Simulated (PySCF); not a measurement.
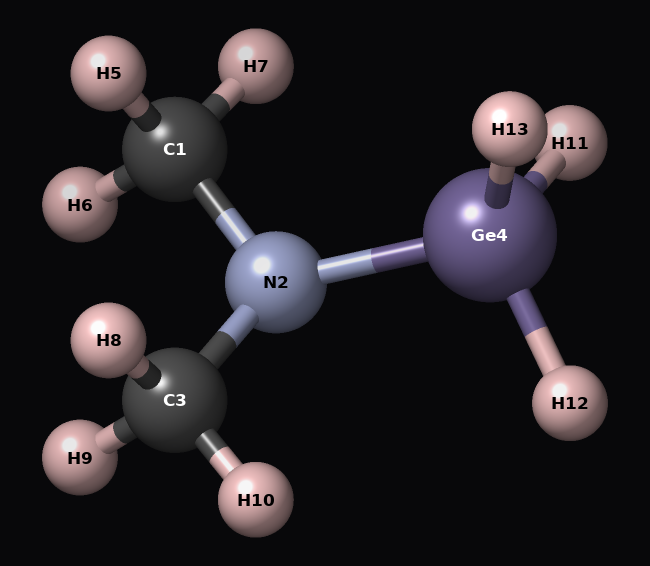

The geometry was computed by an optimisation with GFN2-xTB. No frequency run is at hand to confirm it as a minimum. Level of theory: B3LYP/pcJ-1 (pcSseg-1 on Ge) indirect spin-spin coupling, non-relativistic, gas phase (PySCF 2.14.0). Isotopes: 13C, 1H, 15N.

Give the spin–spin coupling constants of these pairs, with the number of bonds between them: C1/N2, N2/C3, N2/H11, N2/H7, N2/H10.

| pair | bonds apart | J (Hz) |
| --- | --- | --- |
| C1, N2 | 1 | −6.2 |
| N2, C3 | 1 | −6.2 |
| N2, H11 | 2 | −7.9 |
| N2, H7 | 2 | −1.6 |
| N2, H10 | 2 | −1.6 |

The geometry is semi-empirical. Around Ge such bond lengths and angles can be off by a tenth of an ångström or more and by several degrees, and values that hang on the shape move with them.
